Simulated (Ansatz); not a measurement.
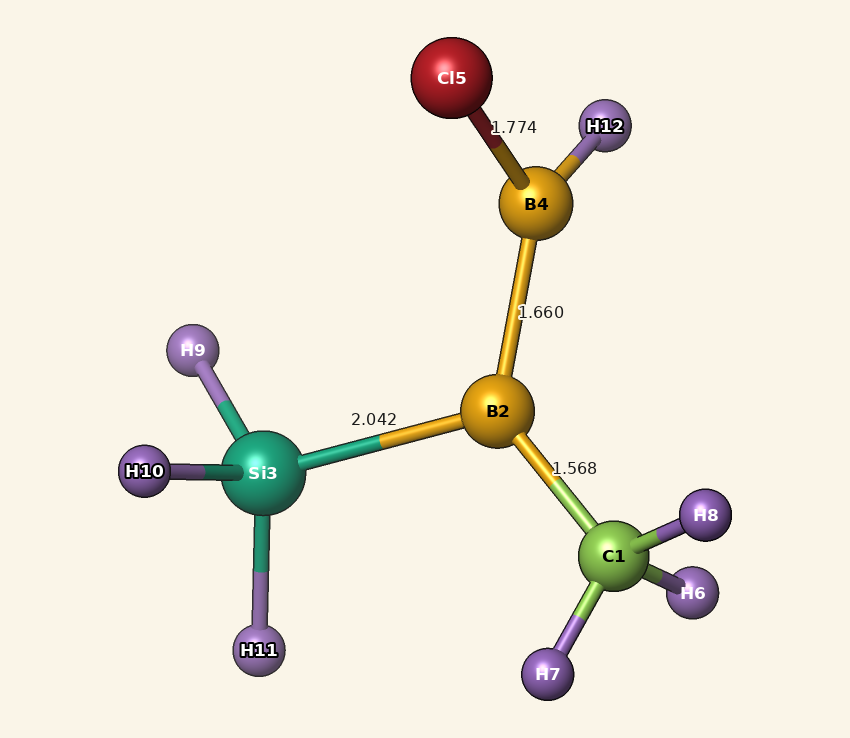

The numbers beside the sticks are distances in Å. Sticks don't show bond order. Computed geometry: PBE-D4/def2-SVP optimisation. No frequency run is at hand to confirm it as a minimum.

Which of the marked bonds are single, double, triple or aromatic?

Answer. C1–B2 single; B2–Si3 single; B2–B4 single; B4–Cl5 single.

Give the structure as SMILES.

Answer. CB([SiH3])BCl
